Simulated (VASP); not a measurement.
# MnGa4 with optB86b-vdW: from relaxation to properties, part 4 of 8

Wanted: the relaxed cell of MnGa4 and its properties. The start is a computed cell from the Materials Project.

VASP 6.6.1, plane waves and PAW; the level of theory is named at each step.

Still holding for the runs below: The magnetic order is the lowest of the few collinear ones that converged above; longer or canted patterns were not tried. The cell is doubled for it, so bands and modes from the zone boundary of the chemical cell fold onto Γ and the labels are those of the larger cell.

So far. Step 5 (The orders side by side): The session goes on in the lowest magnetic state found: antiferromagnetic, q = (1/2, 1/2, 1/2). The next one lies 2.5 meV an atom higher. Differences this small don't decide the order on unrelaxed cells. Step 6 (Full relaxation (optB86b-vdW)): It ends with forces that vanish by symmetry and a pressure of -0.01 GPa. The relaxed cell has a = 5.544 Å (conventional setting).

## 7. Single point with fields (optB86b-vdW)

Level of this step: optB86b-vdW, spin-polarised from an antiferromagnetic start; plane waves and PAW (Mn_pv, Ga_d) (VASP).

A single point on the relaxed cell gives a clean self-consistent state, with density, ELF and potential written out.

File INCAR:

```
SYSTEM = MnGa4
PREC = Accurate
ENCUT = 400
EDIFF = 1E-06
NELM = 100
ISMEAR = 1
SIGMA = 0.2
LREAL = .FALSE.
ALGO = Normal
GGA = MK
AGGAC = 0
LUSE_VDW = .TRUE.
PARAM1 = 0.1234
PARAM2 = 1
LASPH = .TRUE.
NBANDS = 85
ISPIN = 2
MAGMOM = 1.07 -1.07 0 0 0 0 0 0 0 0
LMAXMIX = 4
LORBIT = 11
LWAVE = .FALSE.
LCHARG = .TRUE.
ISIF = 2
LELF = .TRUE.
LVHAR = .TRUE.
```

File POSCAR:

```
MnGa4
1.0
   -5.5437287800      5.5437287800      5.5437287800
    0.0000000000      0.0000000000      5.5437287800
    0.0000000000      5.5437287800      0.0000000000
Mn Ga
2 8
Direct
    0.0000000000      0.0000000000      0.0000000000
    0.5000000000      0.0000000000      0.0000000000
    0.7500000000      0.0000000000      0.5000000000
    0.2500000000      0.0000000000      0.5000000000
    0.7500000000      0.5000000000      0.0000000000
    0.2500000000      0.5000000000      0.0000000000
    0.2500000000      0.0000000000      0.0000000000
    0.7500000000      0.0000000000      0.0000000000
    0.7500000000      0.5000000000      0.5000000000
    0.2500000000      0.5000000000      0.5000000000
```

File KPOINTS:

```
Automatic mesh
0
Gamma
7 7 7
0 0 0
```

The projector-augmented-wave data sets are Mn_pv and Ga_d (PBE family, release 64).

Run with:

```
> mpirun -np 8 vasp_std
```

What it wrote:

```text
[banner, memory and clock lines left out]
running    8 mpi-ranks, on    1 nodes
 distrk:  each k-point on    8 cores,    1 groups
 distr:  one band on    1 cores,    8 groups

 POSCAR found type information on POSCAR MnGa
 POSCAR found :  2 types and      10 ions
 [... a notice as in an earlier step ...]

 [... a notice as in an earlier step ...]

 [... a notice as in an earlier step ...]

 LDA part: xc-table for (Slater+PW92), standard interpolation
|                                                                             |
|           W    W    AA    RRRRR   N    N  II  N    N   GGGG   !!!           |
|           W    W   A  A   R    R  NN   N  II  NN   N  G    G  !!!           |
|           W    W  A    A  R    R  N N  N  II  N N  N  G       !!!           |
|           W WW W  AAAAAA  RRRRR   N  N N  II  N  N N  G  GGG   !            |
|           WW  WW  A    A  R   R   N   NN  II  N   NN  G    G                |
|           W    W  A    A  R    R  N    N  II  N    N   GGGG   !!!           |
|                                                                             |
|     The number of bands has been changed from the values supplied in        |
|     The orbitals not found in the WAVECAR file will be initialized with     |
|     random numbers, which is usually adequate. For correlated               |
|     calculations, however, you should redo the groundstate calculation.     |
|     I found NBANDS = 85. Now, NBANDS = 88.                                  |
|                                                                             |

 POSCAR, INCAR and KPOINTS ok, starting setup
 FFT: planning ... GRIDC
 FFT: planning ... GRID_SOFT
 FFT: planning ... GRID
 WAVECAR not read
 entering main loop
       N       E                     dE             d eps       ncg     rms          rms(c)
DAV:   1     0.135950528862E+04    0.13595E+04   -0.48772E+04  7672   0.241E+03
DAV:   2     0.241872510609E+03   -0.11176E+04   -0.10514E+04  7040   0.673E+02
DAV:   3     0.393487412842E+01   -0.23794E+03   -0.22502E+03  7896   0.215E+02
DAV:   4    -0.126379482543E+02   -0.16573E+02   -0.16304E+02  7960   0.597E+01
DAV:   5    -0.132022367741E+02   -0.56429E+00   -0.56314E+00  9112   0.122E+01    0.179E+01
DAV:   6    -0.193882899212E+02   -0.61861E+01   -0.30616E+01  7568   0.270E+01    0.311E+01
DAV:   7    -0.107568435339E+02    0.86314E+01   -0.19485E+01  7592   0.251E+01    0.706E+00
DAV:   8    -0.103518718535E+02    0.40497E+00   -0.16044E+00  7936   0.552E+00    0.259E+00
DAV:   9    -0.103497199881E+02    0.21519E-02   -0.17144E-01  8408   0.184E+00    0.139E+00
DAV:  10    -0.103561027668E+02   -0.63828E-02   -0.37956E-02  8648   0.105E+00    0.578E-01
DAV:  11    -0.103605812813E+02   -0.44785E-02   -0.10568E-02  8016   0.589E-01    0.193E-01
DAV:  12    -0.103609697953E+02   -0.38851E-03   -0.23171E-03  8744   0.182E-01    0.106E-01
DAV:  13    -0.103609759183E+02   -0.61230E-05   -0.15939E-04  8368   0.616E-02    0.378E-02
DAV:  14    -0.103609887722E+02   -0.12854E-04   -0.34309E-05  7320   0.285E-02    0.160E-02
DAV:  15    -0.103609914199E+02   -0.26477E-05   -0.83226E-06  5912   0.133E-02    0.343E-03
DAV:  16    -0.103609912815E+02    0.13846E-06   -0.45600E-07  4192   0.383E-03
   1 F= -.10360991E+02 E0= -.10355551E+02  d E =-.163220E-01  mag=    -0.0000
```

Elapsed: 67 s, on 8 MPI ranks of AMD EPYC 9R45, shared host; peak memory 2.2 GiB; 8.7 min of CPU time.

From OUTCAR (step 7):

```text
   k-points           NKPTS =     20   k-points in BZ     NKDIM =     20   number of bands    NBANDS=     88

   NELECT =     130.0000    total number of electrons

 E-fermi :   6.1558

 k-point     3 :       0.2857    0.0000    0.0000
  band No.  band energies     occupation
    ...
     63       4.2612      1.00000
     64       4.9046      1.00000
     65       5.5610      1.00011
     66       6.0133      0.96416
     67       6.0133      0.96416
     68       6.5524     -0.00845
     69       6.6239     -0.00229
     70       7.4610     -0.00000
     71       7.8806     -0.00000
     72       8.4590     -0.00000
    ...

Total vdW correction in eV:     25.3836841

  Total       -0.0147688     -0.0147688     -0.0147688      0.0000000      0.0000000      0.0000000
  in kB       -0.1388836     -0.1388836     -0.1388836      0.0000000      0.0000000      0.0000000
  external PRESSURE =      -0.1388836 kB  Pullay stress =       0.0000000 kB

 POSITION                                       TOTAL-FORCE (eV/Angst)
 -----------------------------------------------------------------------------------
      0.00000      0.00000      0.00000         0.000000     -0.000000     -0.000000
     -2.77186      2.77186      2.77186         0.000000     -0.000000     -0.000000
     -4.15780      6.92966      4.15780         0.000000      0.000000      0.000000
     -1.38593      4.15780      1.38593        -0.000000     -0.000000      0.000000
     -4.15780      4.15780      6.92966         0.000000     -0.000000     -0.000000
     -1.38593      1.38593      4.15780         0.000000      0.000000      0.000000
     -1.38593      1.38593      1.38593        -0.000000      0.000000     -0.000000
     -4.15780      4.15780      4.15780         0.000000      0.000000     -0.000000
     -4.15780      6.92966      6.92966        -0.000000     -0.000000      0.000000
     -1.38593      4.15780      4.15780        -0.000000     -0.000000     -0.000000
 -----------------------------------------------------------------------------------
    total drift:                               -0.000000      0.000000     -0.000000

  FREE ENERGIE OF THE ION-ELECTRON SYSTEM (eV)
  ---------------------------------------------------
  free  energy   TOTEN  =       -10.3609912815 eV

  energy  without entropy=      -10.3446692563  energy(sigma->0) =      -10.35555061

Total vdW correction in eV:     25.3836704

[... 15 parts as in an earlier step ...]

[... 3 further parts left out ...]
```

With spin, VASP writes an ELF for each channel.

This step gave:

| Property | Result |
| --- | --- |
| bands | 88 |
| pressure | -0.01389 GPa |

Valence electrons inside each PAW sphere by angular momentum. Sphere charges, by row:

```csv
atom,s (e),p (e),d (e),tot (e)
Mn1,0.335,6.363,5.324,12.02
Mn2,0.335,6.363,5.324,12.02
Ga3,0.958,0.765,9.973,11.7
Ga4,0.958,0.765,9.973,11.7
Ga5,0.958,0.765,9.973,11.7
Ga6,0.958,0.765,9.973,11.7
Ga7,0.958,0.765,9.973,11.7
Ga8,0.958,0.765,9.973,11.7
Ga9,0.958,0.765,9.973,11.7
Ga10,0.958,0.765,9.973,11.7
```

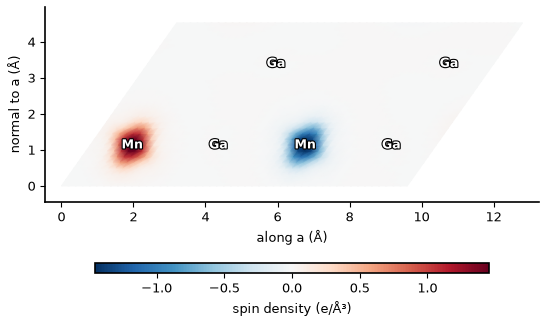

Spin density in the ac plane at fractional y = 0.000, with atoms of Mn and Ga within 0.2 Å of it. The map starts off the cell's origin, so that atoms lie inside it.

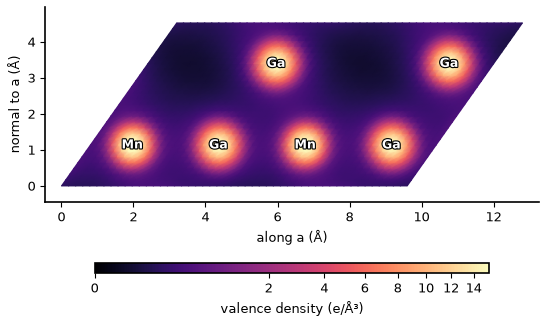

Valence density in the ac plane at fractional y = 0.000, with atoms of Mn and Ga within 0.2 Å of it. It is the smooth field of the valence electrons, not physical close to the nuclei. The map starts off the cell's origin, so that atoms lie inside it. The colour scale is stretched toward low values.

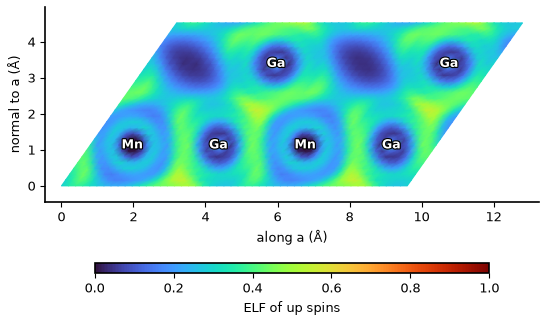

ELF of up spins in the ac plane at fractional y = 0.000, with atoms of Mn and Ga within 0.2 Å of it. It is the smooth field of the valence electrons, not physical close to the nuclei. The map starts off the cell's origin, so that atoms lie inside it.

In this run the pressure is -0.01 GPa, small enough to go on.

## 8. Band structure (optB86b-vdW)

Levels along the symmetry lines show where the bands peak and cross; KPOINTS_OPT computes them in the converged potential.

File INCAR:

```
SYSTEM = MnGa4
PREC = Accurate
ENCUT = 400
EDIFF = 1E-06
NELM = 100
ISMEAR = 1
SIGMA = 0.2
LREAL = .FALSE.
ALGO = Normal
GGA = MK
AGGAC = 0
LUSE_VDW = .TRUE.
PARAM1 = 0.1234
PARAM2 = 1
LASPH = .TRUE.
NBANDS = 99
ISPIN = 2
MAGMOM = 1.055 -1.055 0 0 0 0 0 0 0 0
LMAXMIX = 4
LORBIT = 11
LWAVE = .FALSE.
LCHARG = .FALSE.
KPAR = 8
```

POSCAR is that of step 7.

KPOINTS is that of step 7.

File KPOINTS_OPT:

```
Line mode
12
Line-mode
Reciprocal
  0.00000000   0.00000000   0.00000000 GAMMA
 -0.50000000   0.00000000  -0.50000000 X

 -0.50000000   0.00000000  -0.50000000 X
 -1.00000000  -0.50000000  -0.50000000 M

 -1.00000000  -0.50000000  -0.50000000 M
  0.00000000   0.00000000   0.00000000 GAMMA

  0.00000000   0.00000000   0.00000000 GAMMA
 -0.50000000  -0.50000000  -0.50000000 R

 -0.50000000  -0.50000000  -0.50000000 R
 -0.50000000   0.00000000  -0.50000000 X

 -1.00000000  -0.50000000  -0.50000000 M
 -0.50000000  -0.50000000  -0.50000000 R
```

Run with:

```
> mpirun -np 8 vasp_std
```

What it wrote:

```text
[... set-up lines as in an earlier step ...]
 entering main loop
       N       E                     dE             d eps       ncg     rms          rms(c)
DAV:   1     0.129588375010E+04    0.12959E+04   -0.45905E+04  8844   0.214E+03
DAV:   2     0.228355731969E+03   -0.10675E+04   -0.98486E+03  7920   0.573E+02
DAV:   3     0.255975600962E+01   -0.22580E+03   -0.21423E+03  9130   0.191E+02
DAV:   4    -0.127228309901E+02   -0.15283E+02   -0.15056E+02  8860   0.526E+01
DAV:   5    -0.132082727917E+02   -0.48544E+00   -0.48490E+00 10632   0.104E+01    0.179E+01
DAV:   6    -0.194959639035E+02   -0.62877E+01   -0.24518E+01  8712   0.240E+01    0.310E+01
DAV:   7    -0.108010201064E+02    0.86949E+01   -0.15096E+01  8608   0.220E+01    0.725E+00
DAV:   8    -0.103451241542E+02    0.45590E+00   -0.11816E+00  9192   0.477E+00    0.252E+00
DAV:   9    -0.103488303820E+02   -0.37062E-02   -0.15561E-01  9208   0.161E+00    0.137E+00
DAV:  10    -0.103559727913E+02   -0.71424E-02   -0.32208E-02  9704   0.909E-01    0.543E-01
DAV:  11    -0.103605357164E+02   -0.45629E-02   -0.83126E-03  8736   0.490E-01    0.185E-01
DAV:  12    -0.103609615056E+02   -0.42579E-03   -0.21013E-03 10496   0.145E-01    0.935E-02
DAV:  13    -0.103609786266E+02   -0.17121E-04   -0.13525E-04  9280   0.482E-02    0.341E-02
DAV:  14    -0.103609894470E+02   -0.10820E-04   -0.17905E-05  8664   0.184E-02    0.154E-02
DAV:  15    -0.103609913954E+02   -0.19484E-05   -0.37590E-06  6824   0.918E-03    0.373E-03
DAV:  16    -0.103609913402E+02    0.55279E-07   -0.27625E-07  4800   0.293E-03
   1 F= -.10360991E+02 E0= -.10355552E+02  d E =-.163192E-01  mag=     0.0000
 Start KPOINTS_OPT (optional k-point list driver)
k-point batch [1-20\72]
       N       E                     dE             ncg
DAV:   1     0.349044894595E+04   -0.25384E+05     8737
DAV:   2    -0.178677093848E+05   -0.21358E+05     7920
DAV:   3    -0.223505616456E+05   -0.44829E+04     9070
DAV:   4    -0.226472841513E+05   -0.29672E+03     8988
DAV:   5    -0.226569506333E+05   -0.96665E+01    10824
DAV:   6    -0.226572909715E+05   -0.34034E+00    10704
DAV:   7    -0.226572972935E+05   -0.63220E-02    10896
DAV:   8    -0.226572975159E+05   -0.22233E-03    10584
DAV:   9    -0.226572975197E+05   -0.37908E-05     7168
DAV:  10    -0.226572975201E+05   -0.41253E-06     5368
[...]
k-point batch [61-72\72]
       N       E                     dE             ncg
DAV:   1     0.208354160541E+05   -0.33690E+05     5203
DAV:   2     0.807763302968E+04   -0.12758E+05     4752
DAV:   3     0.540805696597E+04   -0.26696E+04     5610
DAV:   4     0.523130282125E+04   -0.17675E+03     5153
DAV:   5     0.522567477554E+04   -0.56280E+01     6376
DAV:   6     0.522546709699E+04   -0.20768E+00     6160
DAV:   7     0.522546341643E+04   -0.36806E-02     6338
DAV:   8     0.522546328624E+04   -0.13019E-03     6234
DAV:   9     0.522546328412E+04   -0.21183E-05     4273
DAV:  10     0.522546328390E+04   -0.21884E-06     2880
```

The job ended after 4.5 min (8 MPI ranks; peak memory 7.7 GiB; 36 min of CPU time).

OUTCAR, selected parts (step 8):

```text
   k-points           NKPTS =     20   k-points in BZ     NKDIM =     20   number of bands    NBANDS=     99

   NELECT =     130.0000    total number of electrons

 E-fermi :   6.1558

 spin component 1
 k-point     1 :       0.0000    0.0000    0.0000
  band No.  band energies     occupation
    ...
     63       4.8352      1.00000
     64       4.8352      1.00000
     65       5.0555      1.00000
     66       5.0555      1.00000
     67       5.0555      1.00000
     68       6.4287     -0.03299
     69       6.4287     -0.03299
     70       7.6210     -0.00000
     71       7.6210     -0.00000
     72       7.6210     -0.00000
    ...

 k-point     2 :       0.1429    0.0000    0.0000
  band No.  band energies     occupation
    ...
     63       4.3031      1.00000
     64       4.8547      1.00000
     65       5.3619      1.00000
     66       5.3619      1.00000
     67       5.3756      1.00000
     68       6.4637     -0.02586
     69       6.4730     -0.02372
     70       7.5801     -0.00000
     71       7.9401     -0.00000
     72       7.9401     -0.00000
    ...

Total vdW correction in eV:     25.3836981

  Total       -0.0116151     -0.0116151     -0.0116151     -0.0000000     -0.0000000      0.0000000
  in kB       -0.1092266     -0.1092266     -0.1092266     -0.0000000     -0.0000000      0.0000000
  external PRESSURE =      -0.1092266 kB  Pullay stress =       0.0000000 kB

 POSITION                                       TOTAL-FORCE (eV/Angst)
 -----------------------------------------------------------------------------------
      0.00000      0.00000      0.00000        -0.000000      0.000000      0.000000
     -2.77186      2.77186      2.77186         0.000000     -0.000000     -0.000000
     -4.15780      6.92966      4.15780         0.000000     -0.000000      0.000000
     -1.38593      4.15780      1.38593        -0.000000      0.000000     -0.000000
     -4.15780      4.15780      6.92966        -0.000000      0.000000     -0.000000
     -1.38593      1.38593      4.15780         0.000000      0.000000     -0.000000
     -1.38593      1.38593      1.38593         0.000000     -0.000000      0.000000
     -4.15780      4.15780      4.15780        -0.000000     -0.000000      0.000000
     -4.15780      6.92966      6.92966         0.000000     -0.000000      0.000000
     -1.38593      4.15780      4.15780        -0.000000      0.000000      0.000000
 -----------------------------------------------------------------------------------
    total drift:                               -0.000000      0.000000     -0.000000

  FREE ENERGIE OF THE ION-ELECTRON SYSTEM (eV)
  ---------------------------------------------------
  free  energy   TOTEN  =       -10.3609913402 eV

  energy  without entropy=      -10.3446721342  energy(sigma->0) =      -10.35555160

Total vdW correction in eV:     25.3836691

[... 8 parts as in an earlier step ...]

[... 9 further parts left out ...]
```

Spin-orbit coupling is off here; it would split degenerate levels.

This step gave:

```
bands    : 99
pressure : -0.01092 GPa
```

Both spin channels agree. The electronic bands at the labelled points (eV, zero at the Fermi level; # counts the bands kept, so #1 is VASP's band 47):

```csv
point,#16,#17,#18,#19,#20,#21,#22,#23
Γ,-1.86,-1.32,-1.32,-1.10,-1.10,-1.10,0.27,0.27
X,-1.95,-1.87,-1.11,-0.52,0.45,0.89,0.89,1.13
M,-1.86,-1.64,-1.18,0.41,0.58,0.58,0.73,1.12
Γ,-1.86,-1.32,-1.32,-1.10,-1.10,-1.10,0.27,0.27
R,-1.46,-1.06,-1.06,2.78,2.78,2.78,2.82,2.82
X,-1.95,-1.87,-1.11,-0.52,0.45,0.89,0.89,1.13
jump to M,-1.86,-1.64,-1.18,0.41,0.58,0.58,0.73,1.12
R,-1.46,-1.06,-1.06,2.78,2.78,2.78,2.82,2.82
```

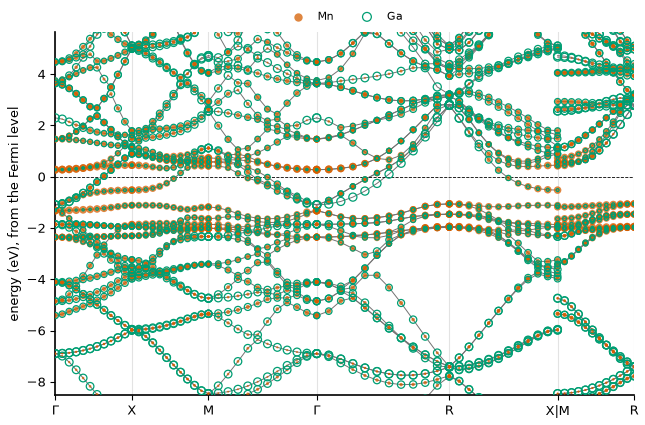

Electronic bands along the path; dots are coloured as in the legend, and their area grows with the weight.

There is no gap at this level.

(Continued in part 5 of 8.)

[Lines on the potential files, build, host, timing and source positions are cut from VASP's logs without a mark.]

[Logs are printed without paths, hosts, clocks, repeated set-up lines and the standing remarks that a program may print on its own settings, such as how far it seeks lower states.]

[Hosts, paths, dates, database ids (printed as entryN), source tags and the programs' standing remarks are cut or masked in the printed files.]

[A measured line is paired with the nearest computed mode of its activity, which favours agreement.]
